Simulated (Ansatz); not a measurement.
Consider C$_{2}$H$_{6}$FGe (charge +1).

```yaml
atoms:
  - { symbol: C, position_ang: [2.4502, 0.2857, 1.3948] }
  - { symbol: C, position_ang: [-0.5805, -0.8555, 0.4541] }
  - { symbol: F, position_ang: [-0.6020, 0.3790, -0.1107] }
  - { symbol: Ge, position_ang: [1.1305, -1.1025, 1.3866] }
  - { symbol: H, position_ang: [2.0924, 1.1543, 0.8256] }
  - { symbol: H, position_ang: [3.3850, -0.1133, 0.9618] }
  - { symbol: H, position_ang: [2.6641, 0.5617, 2.4430] }
  - { symbol: H, position_ang: [1.3858, -2.4358, 2.1101] }
  - { symbol: H, position_ang: [-0.6840, -1.6541, -0.3074] }
  - { symbol: H, position_ang: [-1.4020, -0.9829, 1.1870] }
```

Geometry: B3LYP-D3(BJ)/def2-SVP.

Computed with isolated molecule in a Gaussian basis; Kohn-Sham density functional theory, functional PBE0 in Ansatz.

Q: What will maps of the electron density and electron localisation function show?

A: C–F (1.36 Å): ρ is about 2.2 e/Å³ halfway, with its minimum of 1.8 e/Å³ about 0.5 Å from C; the ELF peaks at about 0.80 between the atoms (a polar covalent bond).
C–Ge (1.92 Å): ρ is about 0.94 e/Å³ halfway; the ELF peaks at about 0.90 between the atoms (a shared electron pair).
C–H (1.10 Å): the density is about 2 e/Å³ at the midpoint; the ELF climbs to about 1 towards the hydrogen, as it does in any bond to H; an ordinary covalent bond to hydrogen.
C–Ge (1.96 Å): the density is about 0.91 e/Å³ at the midpoint; the ELF peaks at about 0.95 between the atoms: a shared electron pair.

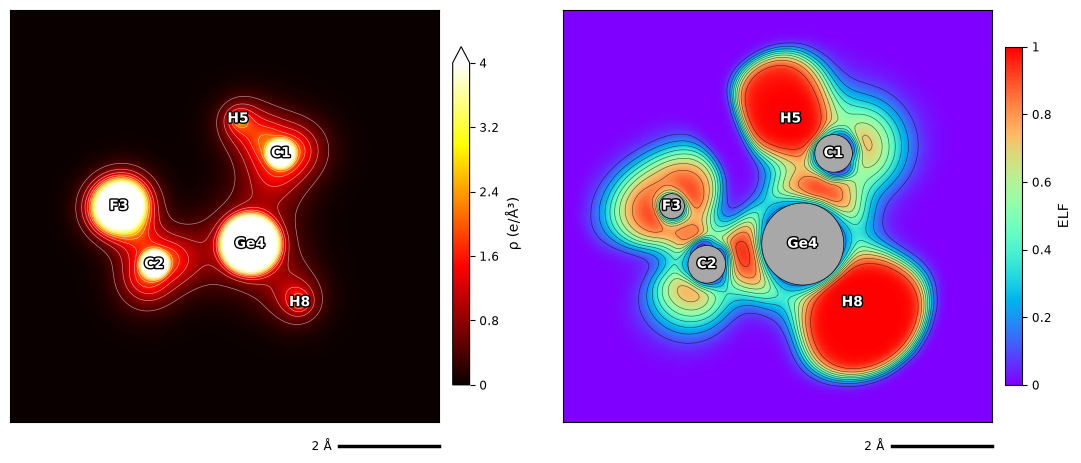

Computed electron density and electron localisation function on the plane of atoms C2, Ge4 and H8, in this order. Grey discs cover the atomic cores in the ELF map. 
